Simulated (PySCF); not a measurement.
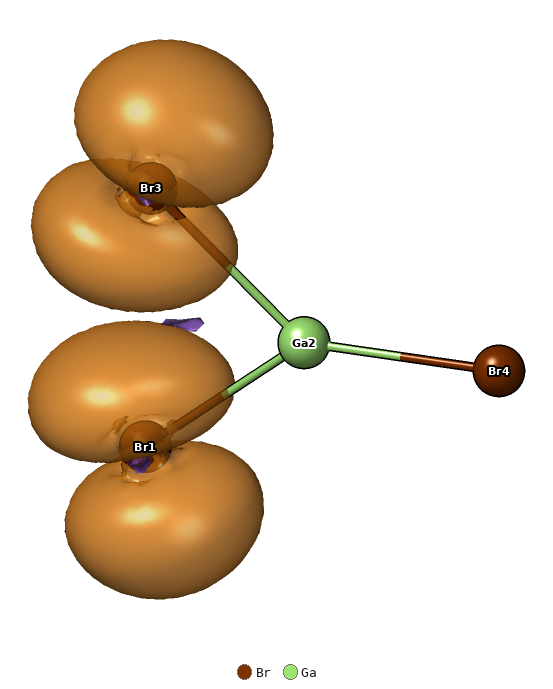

*Br₃Ga (SMILES [Br][Ga]([Br])[Br+]) (charge +1, doublet). Isosurfaces of the spin density at +0.015 (orange) and −0.015 e/Å³ (purple), seen at a tilt.*

Geometry: PBE0-D3(BJ)/ma-def2-SVP.

All numbers below come from PySCF 2.14.0, density-fitted response routines, DFT single point, gas phase, functional wB97X.

Which atoms carry the spin?

The unpaired spin (1 electron) lies mostly on Br1 (about 0.5) and Br3 (about 0.5), in electrons by Hirshfeld's partition.
